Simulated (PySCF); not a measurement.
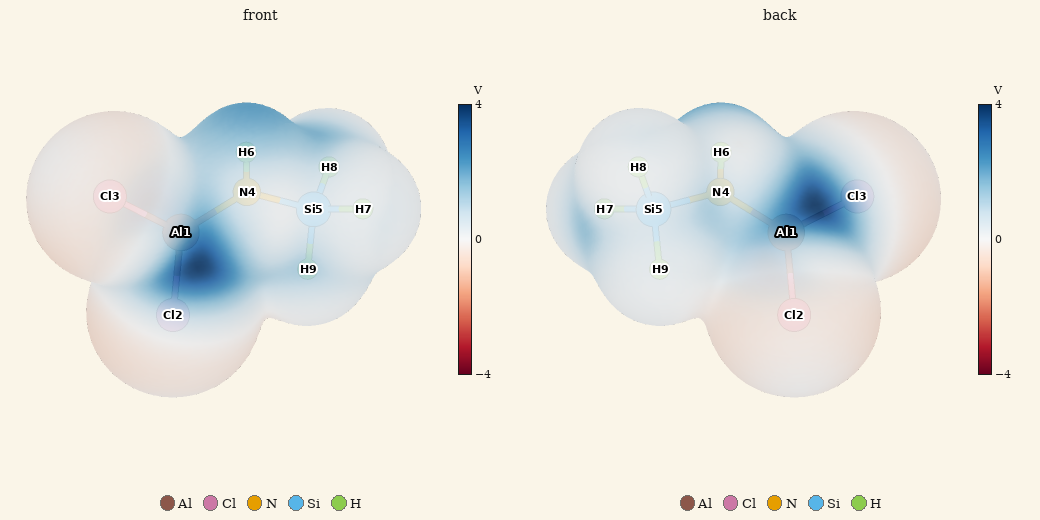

AlCl2H4NSi ((Cl)2Al-NH-SiH3). The electrostatic potential painted on the density surface at 0.002 e/bohr³, seen from the front and from behind; the colour scale runs from red (negative) to blue (positive).

Geometry: PBE0-D3(BJ)/def2-SVP.

Method: PySCF, CAM-B3LYP/def2-SVPD, SCF density, gas phase.

Input

```
{"job": {"kind": "uv", "xc": "CAM-B3LYP", "basis": "def2-SVPD", "ip": false, "nstates": 15}, "charge": 0, "multiplicity": 1}
Al    -1.257018    -0.807625    -0.840268
Cl    -2.463907     0.822447    -1.329008
Cl    -1.825487    -2.730277    -1.425858
N      0.243681    -0.597826     0.069138
Si     1.006458     0.850175     0.681636
H      0.762495    -1.456462     0.249409
H      2.381361     1.023890     0.117379
H      1.132358     0.822366     2.172351
H      0.152800     2.003863     0.279571
```

Command:

```sh
OMP_NUM_THREADS=1 python probes_run.py task.json out
```

**Which sites attract a positive test charge, and which a negative one?**

A positive charge is drawn to the negative regions and a negative charge to the positive ones. The most negative region (about −0.5 V, or −12 kcal/mol for a unit charge) lies over Cl2 and Cl3, the most positive (about +3.7 V, or +85 kcal/mol for a unit charge) over Al1.

**How polar is the molecule by this calculation?**

Its dipole moment is 1.77 D.
